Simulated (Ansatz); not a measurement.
Input

```
crystal:
  periodic: [false, false, false]
  atoms:
    - {symbol: Cl, position_ang: [-0.116933, 0.518385, -2.508739]}
    - {symbol: Ge, position_ang: [0.733266, 1.341595, -0.700770]}
    - {symbol: S, position_ang: [-0.618967, 0.992818, 0.997844]}
    - {symbol: Ge, position_ang: [-0.699229, -1.237785, 0.901476]}
    - {symbol: H, position_ang: [2.070444, 0.613770, -0.514993]}
    - {symbol: H, position_ang: [0.866275, 2.854427, -0.894937]}
    - {symbol: H, position_ang: [0.690502, -1.763693, 0.511234]}
    - {symbol: H, position_ang: [-1.751321, -1.676041, -0.122919]}
    - {symbol: H, position_ang: [-1.085437, -1.689875, 2.314603]}
basis:
  gaussian: {orbitals: def2-TZVPP}
hamiltonian: {xc: pbe0, dispersion: d4}
output: {orbitals: {seedname: orbitals}}
```

Run with:

```sh
ansatz run in.yaml --threads 4 --pin off --events-out ev --progress --plain --max-ram 10444MiB
```

Geometry: PBE0-D4/def2-TZVP.

Method: Ansatz, RKS PBE0-D4/def2-TZVPP.

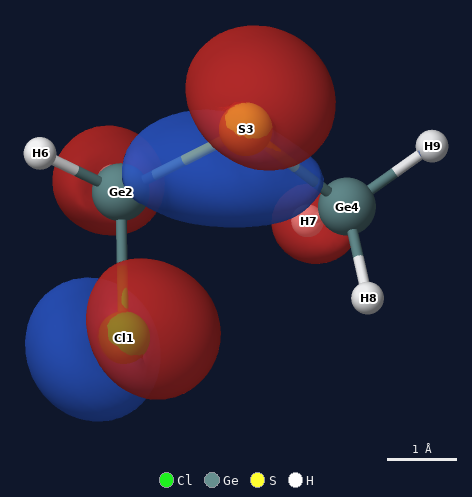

ClGe2H5S. The HOMO−1 at ±0.1 Å⁻³ᐟ² (red and blue are the two phases), seen across its widest extent.

**Describe this orbital and give its energy.**

It lies mainly on Cl1 (about 40 %), S3 (about 35 %), Ge2 (about 10 %) and H5 (about 5 %); largely a combination of lone pairs on Cl1 and S3. Its energy is −8.66 eV.
